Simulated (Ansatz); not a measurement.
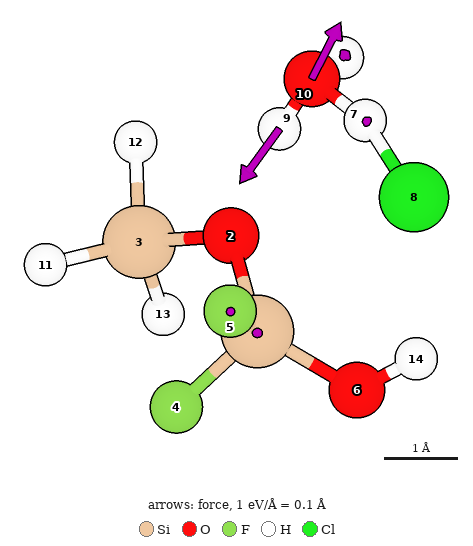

Starting geometry of Si2H7O3ClF2 (started from a transition state, displaced along its imaginary mode) with the computed forces as purple arrows. A ball-and-stick model, seen at a tilt.

Computed with RKS PBE0-D4/def2-TZVP (Ansatz 0.2.0).

Input file:
```yaml
crystal:
  periodic: [false, false, false]
  atoms:
    - {symbol: Si, position_ang: [-1.410538, 0.386942, 0.149204]}
    - {symbol: O, position_ang: [0.115223, 0.088385, -0.383920]}
    - {symbol: Si, position_ang: [0.407856, -0.009456, -2.031193]}
    - {symbol: F, position_ang: [-2.198719, 0.530079, -1.232299]}
    - {symbol: F, position_ang: [-1.489378, 1.844578, 0.800001]}
    - {symbol: O, position_ang: [-2.229085, -0.788367, 0.886823]}
    - {symbol: H, position_ang: [1.247668, -0.040833, 1.973464]}
    - {symbol: Cl, position_ang: [-0.047595, 0.097306, 2.796752]}
    - {symbol: H, position_ang: [1.459418, -0.053139, 0.490544]}
    - {symbol: O, position_ang: [2.027731, -0.042189, 1.123958]}
    - {symbol: H, position_ang: [0.044796, 1.250227, -2.721799]}
    - {symbol: H, position_ang: [1.877547, -0.234161, -2.115129]}
    - {symbol: H, position_ang: [-0.319498, -1.172856, -2.590923]}
    - {symbol: H, position_ang: [-1.954387, -0.992370, 1.791716]}
    - {symbol: H, position_ang: [2.468861, -0.864147, 1.062902]}
basis:
  gaussian: {orbitals: def2-TZVP}
hamiltonian: {xc: pbe0, dispersion: d4}
relax: {f_tol: 0.005, max_steps: 200}
```

Command:
```bash
ansatz run in.yaml --threads 4 --pin off --events-out ev --progress --plain --max-ram 66560MiB --backend cuda --devices 0, --max-vram 37GiB
```

### Is this structure relaxed? If not, where do the atoms go?

It isn't relaxed: the largest force vector, on H9, is 9.74 eV/Å. The final displacements have little in common with the starting forces (cosine between the two patterns 0.04). The largest move after the best rigid fit is that of F4, 1.89 Å. Largest moves by element: F 1.89 Å, H 1.67 Å, Cl 1.24 Å, O 0.88 Å, Si 0.66 Å. Among the contacts that change: Si1–Cl8 2.992 → 4.082 Å, H7–O10 1.153 → 1.611 Å, H7–Cl8 1.541 → 1.340 Å, H9–O10 0.851 → 0.972 Å. Bonds break: H7–O10 (1.15 → 1.61 Å). Among the angles between lasting bonds that change: Si1–O2–Si3 119.4° → 135.7°, O2–Si1–F4 101.2° → 108.9°, O2–Si1–O6 119.2° → 111.9°. Groups turn about Si1–O2 by about 80°, O2–Si3 by about 25°. The energy falls by 122.8 kJ/mol in 68 accepted moves (73 points after the start). The largest force component goes from 7.4 to 0.004 eV/Å. The line search rejected the trial steps at points 6, 23, 27, 47, 58 of the run. The run took about 140 s of wall time on a shared GPU.
